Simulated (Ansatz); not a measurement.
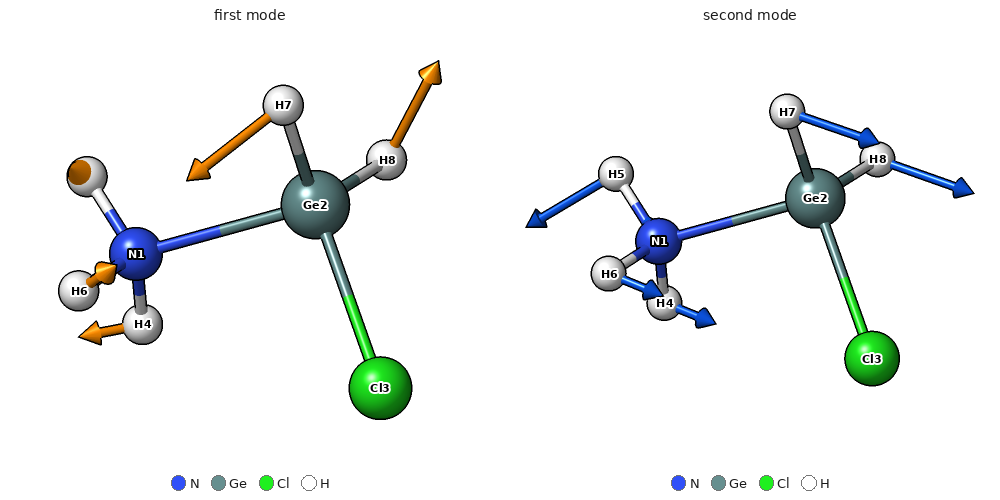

The system is ClGeH5N, SMILES [NH3+][GeH2][Cl], charge +1; the picture shows the reference structure; its two panels give the patterns of the first and the second mode as arrows. The first coordinate is: normal mode 5 (530 cm⁻¹); the second: normal mode 7 (780 cm⁻¹). Nothing is relaxed (straight displacements along the two mass-weighted modes). The grid has 15 × 15 points. All energies are given in kJ/mol relative to the lowest grid point. Level of theory: RHF/def2-TZVP (Ansatz).

Its coordinates:

```yaml
atoms:
  - { symbol: N, position_ang: [-0.6078, 0.7838, -0.1010] }
  - { symbol: Ge, position_ang: [0.7217, -0.7131, -0.0232] }
  - { symbol: Cl, position_ang: [-0.1797, -1.9561, 1.4090] }
  - { symbol: H, position_ang: [-1.5178, 0.4468, -0.3754] }
  - { symbol: H, position_ang: [-0.3465, 1.5072, -0.7530] }
  - { symbol: H, position_ang: [-0.7172, 1.2190, 0.8021] }
  - { symbol: H, position_ang: [1.9722, -0.0183, 0.4718] }
  - { symbol: H, position_ang: [0.6751, -1.2693, -1.4303] }
```

Range: normal mode 5 (530 cm⁻¹) from −0.719 to 0.719 amu½·Å; normal mode 7 (780 cm⁻¹) from −0.870 to 0.870 amu½·Å.

Q: What landscape does the calculation give?

A: The lowest grid point is at normal mode 5 (530 cm⁻¹) = 0.000 amu½·Å, normal mode 7 (780 cm⁻¹) = 0.000 amu½·Å. It is the only kind of minimum in the scanned range. The highest grid point, normal mode 5 (530 cm⁻¹) = 0.719 amu½·Å, normal mode 7 (780 cm⁻¹) = −0.870 amu½·Å, lies 159 kJ/mol above the lowest.

```tsv
normal mode 7 (780 cm⁻¹) ↓, normal mode 5 (530 cm⁻¹) →	−0.719	−0.616	−0.513	−0.411	−0.308	−0.205	−0.103	0.000	0.103	0.205	0.308	0.411	0.513	0.616	0.719
0.870	156	142	131	122	115	110	107	106	107	110	115	122	131	142	156
0.745	121	108	97	88	82	78	75	74	75	78	82	88	97	108	121
0.621	92	80	70	62	56	52	50	49	50	52	56	62	70	80	92
0.497	70	58	49	42	36	33	31	30	31	33	36	42	49	58	70
0.373	54	42	34	27	22	19	17	16	17	19	22	27	34	42	54
0.248	43	32	23	17	12	9	7	7	7	9	12	17	23	32	43
0.124	36	26	17	11	7	4	2	2	2	4	7	11	17	26	36
0.000	34	24	16	9	5	2	1	0	1	2	5	9	16	24	34
−0.124	37	26	18	11	7	4	2	2	2	4	7	11	18	26	37
−0.248	44	32	24	17	12	9	7	7	7	9	12	17	24	32	44
−0.373	55	43	34	27	22	18	17	16	17	18	22	27	34	43	55
−0.497	72	59	49	42	36	32	30	29	30	32	36	42	49	59	72
−0.621	94	81	70	62	56	52	49	48	49	52	56	62	70	81	94
−0.745	123	109	97	88	82	77	74	73	74	77	82	88	97	109	123
−0.870	159	144	132	122	115	109	106	105	106	109	115	122	132	144	159
```

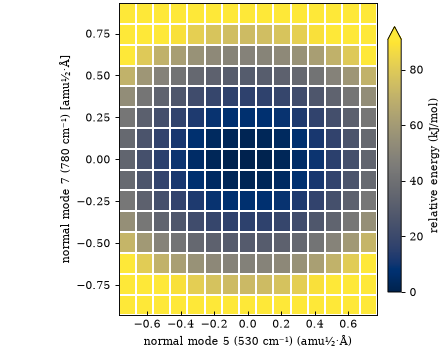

Drawn: one coloured cell a grid point, one colour for all values above the top of the scale.

Each point was launched as `ansatz run input.yaml --threads 1 --pin off --max-ram 2560MiB --backend cpu --events-out ev --progress --plain --runs-dir out`. Time for the 225 points that were run: 19 min on 1 thread of Intel(R) Xeon(R) Platinum 8259CL CPU @ 2.50GHz (Skylake/Cascade Lake), on a shared host.
